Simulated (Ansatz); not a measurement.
# How cost and error scale: random rock-salt alloy of CaS and PbS (64 atoms) repeated, part 2 of 2

How do plane waves and support functions scale when random rock-salt alloy of CaS and PbS (64 atoms) is repeated?

Ansatz 0.2.0; Kohn-Sham DFT, LDA, PAW (set soft_2), plane waves.

The cell: 20 Pb, 32 S and 12 Ca. The host structure and its lattice constant were typed by rule, without a check against the phase diagram. The levels lack spin–orbit coupling.

So far. Step 7 (Support functions, 1728 atoms): The energy lies 0.776 meV/atom below the dense-mesh reference.

**8. Scaling with size**

Differences are against the typed cell on a 3×3×3 mesh, which samples like Γ on 1728 atoms (r.m.s. force component 0.245 eV/Å, gap 1.09 eV). Every repeated cell is solved at Γ, and forces are averaged over the copies of each atom. Hardware: 1 × NVIDIA H100 80GB HBM3 with 5 threads of AMD EPYC 7R13 (Zen 3), shared host.

| atoms | repeats | basis | Δ force, r.m.s. (meV/Å) | Δ energy (meV/atom) | less plane waves of the same size (meV/atom) | gap (eV) | spread among copies (meV/Å) | SCF cycles | time | host memory (GiB) | planned on the GPU (GiB) |
| --- | --- | --- | --- | --- | --- | --- | --- | --- | --- | --- | --- |
| 64 | 1×1×1 | plane waves | 72.8 | 69.3 | - | - | - | 8 | 2.6 s | 1.1 | 4 |
| 64 | 1×1×1 | support functions | 72.9 | 68.6 | -0.78 | 1.03 | - | 12 | 4.5 s | 1.1 | 2.9 |
| 512 | 2×2×2 | plane waves | 7.99 | 7.31 | - | - | 0 | 7 | 24 s | 2.7 | 60 |
| 512 | 2×2×2 | support functions | 7.98 | 6.53 | -0.78 | 1.09 | 0.055 | 13 | 18 s | 2.7 | 15 |
| 1728 | 3×3×3 | support functions | 0.566 | -0.776 | - | 1.09 | 0.039 | 14 | 87 s | 7.0 | 53 |

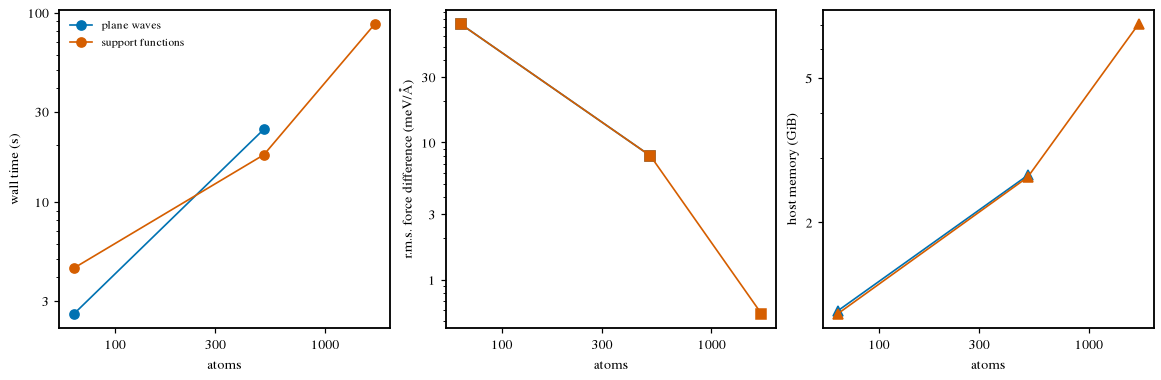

Time, error and memory against the number of atoms.

**9. What the reference run shows**

The comparisons rest on this run, so its electronic structure is set out here.

Length of the force by element:

| element | coordination | atoms | mean length of the force (eV/Å) | spread | least | most |
| --- | --- | --- | --- | --- | --- | --- |
| Ca | all | 12 | 0.130 | 0.039 | 0.0676 | 0.191 |
| Pb | all | 20 | 0.141 | 0.0561 | 0.0503 | 0.240 |
| S | all | 32 | 0.561 | 0.154 | 0.266 | 0.877 |

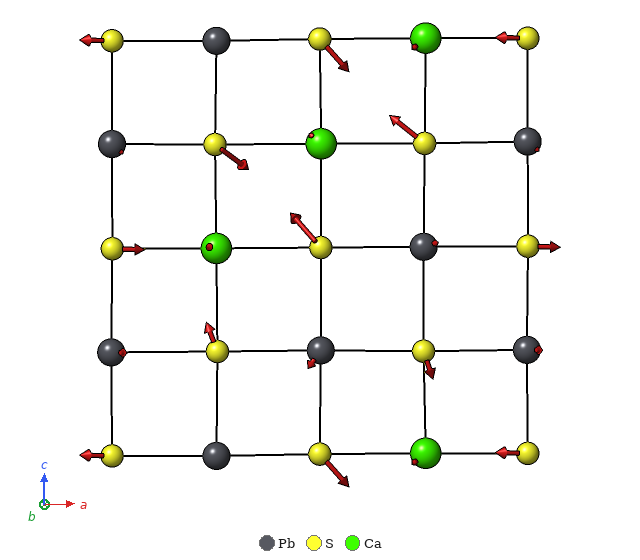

Forces as arrows; the longest in the cell is 0.877 eV/Å. Drawn is a slice 4 Å thick, seen along the normal of the ac plane.

Löwdin charges by element (they lack the spilled electrons, 0.075 e an atom on average):

| element | coordination | atoms | mean charge (e) | spread | least | most |
| --- | --- | --- | --- | --- | --- | --- |
| Ca | all | 12 | 1.57 | 0.0072 | 1.56 | 1.58 |
| Pb | all | 20 | 0.43 | 0.0267 | 0.380 | 0.487 |
| S | all | 32 | -0.708 | 0.131 | -0.953 | -0.530 |

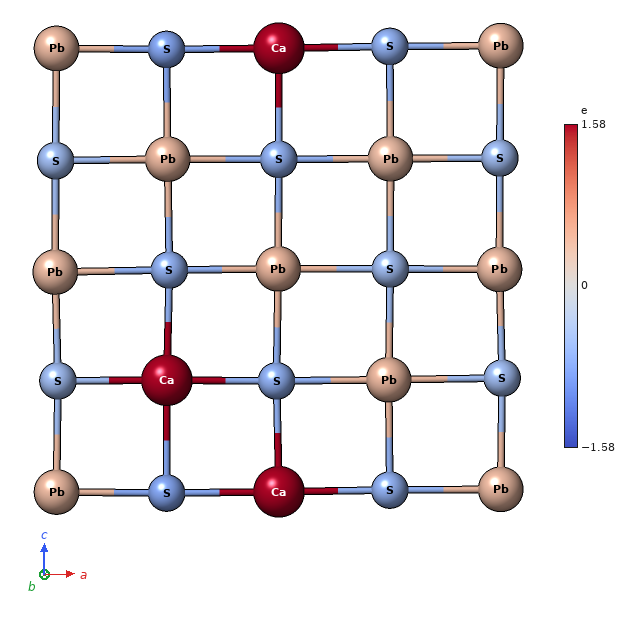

Atoms coloured by Löwdin charge. Drawn is a slice 4 Å thick, seen along the normal of the ac plane.

Charge against the make-up of the first shell:

| Pb neighbours of S | atoms | mean charge (e) |
| --- | --- | --- |
| 2 | 4 | -0.948 |
| 3 | 8 | -0.807 |
| 4 | 12 | -0.673 |
| 5 | 8 | -0.54 |

Density of states as counts of states in windows of 1 eV (from the Fermi level), total and the larger projections:

| from (eV) | to (eV) | total | S p | Pb p | Pb s | S s |
| --- | --- | --- | --- | --- | --- | --- |
| -14 | -13 | 9.0 | 0.1 | 0.8 | 1.5 | 5.8 |
| -13 | -12 | 51.6 | 0.2 | 5.5 | 1.9 | 41.8 |
| -12 | -11 | 3.4 | 0.0 | 0.2 | 0.0 | 3.0 |
| -11 | -10 | 0.0 | 0.0 | 0.0 | 0.0 | 0.0 |
| -10 | -9 | 1.2 | 0.3 | 0.0 | 0.8 | 0.0 |
| -9 | -8 | 29.7 | 5.9 | 0.3 | 21.0 | 2.3 |
| -8 | -7 | 9.0 | 1.4 | 0.1 | 5.7 | 1.7 |
| -7 | -6 | 0.1 | 0.0 | 0.0 | 0.1 | 0.0 |
| -6 | -5 | 2.3 | 1.3 | 0.9 | 0.0 | 0.0 |
| -5 | -4 | 31.1 | 19.9 | 8.8 | 0.3 | 0.5 |
| -4 | -3 | 53.2 | 39.6 | 9.7 | 0.6 | 0.7 |
| -3 | -2 | 68.1 | 59.6 | 4.2 | 1.1 | 0.4 |
| -2 | -1 | 32.7 | 24.7 | 1.6 | 4.7 | 0.3 |
| -1 | 0 | 4.5 | 3.1 | 0.2 | 1.0 | 0.0 |
| 0 | 1 | 2.2 | 0.2 | 1.5 | 0.0 | 0.3 |
| 1 | 2 | 25.4 | 2.8 | 14.1 | 0.2 | 2.4 |

Between -26 and -14 eV lie 272 more states.

The stored curve holds about 568 of the 592 electrons; the rest, give or take the few that broadening carries across the Fermi level, lie in deeper levels below its range.

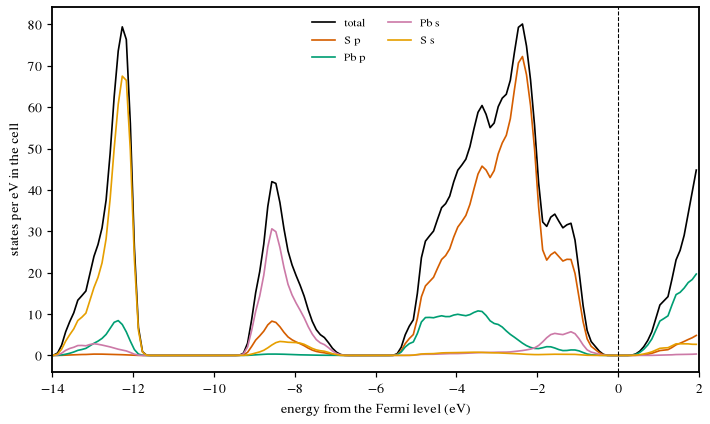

Total and projected density of states, with the broadening of the input.

The levels nearest the highest filled one (over half full), pooled over k-points and spins:

| level less the highest filled one (eV) | occupation |
| --- | --- |
| -0.134 | 2 |
| -0.117 | 2 |
| -0.0748 | 2 |
| -0.0384 | 2 |
| -0.0059 | 2 |
| 0 | 2 |
| 1.09 | 0 |
| 1.14 | 0 |
| 1.18 | 0 |
| 1.27 | 0 |
| 1.28 | 0 |
| 1.29 | 0 |

Mean Löwdin charges: Ca +1.57, Pb +0.43, S -0.71 e (they miss 0.81 % of the electrons, so they add up to more than the cell's charge). The charge on S changes by +0.135 e for each Pb neighbour that takes the place of another kind, on average. The largest share in the top eV of filled states is S p (75 % of the projected weight), and in the lowest eV of empty states Pb p (72 % of the projected weight).

**10. Summary of results**

| Quantity | Value |
| --- | --- |
| free energy per atom | -4394.0073 eV/atom |
| density | 5.877 g/cm³ |
| pressure | -2.301 GPa |
| r.m.s. force component | 0.2447 eV/Å |
| gap (highest filled to lowest empty level) | 1.091 eV |
| wall time of the 6 DFT runs | 2.5 min |

In words: Repeating the cell at Γ samples more k-points: in plane waves the energy difference from the dense mesh goes from 69.3 meV/atom at 64 atoms to 7.31 at 512, and the force difference from 73 to 8.0 meV/Å. With plane waves, the time grows as the 1.1 power of the atom count between the two largest sizes, 64 and 512 atoms. The smaller run is short enough for fixed overheads to flatten this slope. With support functions, the time grows as the 1.3 power of the atom count between the two largest sizes, 512 and 1728 atoms. At equal size the support functions lie 0.78 meV/atom below plane waves, likely because their grid holds more waves than 420 eV; no run tests this. Support functions take 1.7 times the time of plane waves at 64 atoms and 0.73 times at 512, so the crossover lies within the series. Each time is a single run, so ratios and crossover are rough. The bases also began from different starting densities. At the largest size the support functions' forces differ from the reference by 0.23 % of the r.m.s. force, where they sample the same k-points.

The highest filled and lowest empty levels differ by 1.09 eV (on the run's k-points); a local or semilocal functional narrows such gaps, while the missing spin–orbit coupling widens them for these heavy elements, so the errors pull opposite ways.

Caveats: The geometry was built by rule, was displaced at random and isn't relaxed at this level: its force components are 0.24 eV/Å r.m.s. The pressure of -2.3 GPa belongs to a cell and atoms that aren't relaxed at this level.

[Hosts, paths, dates, database ids (printed as entryN), source tags and the programs' standing remarks are cut or masked in the printed files.]
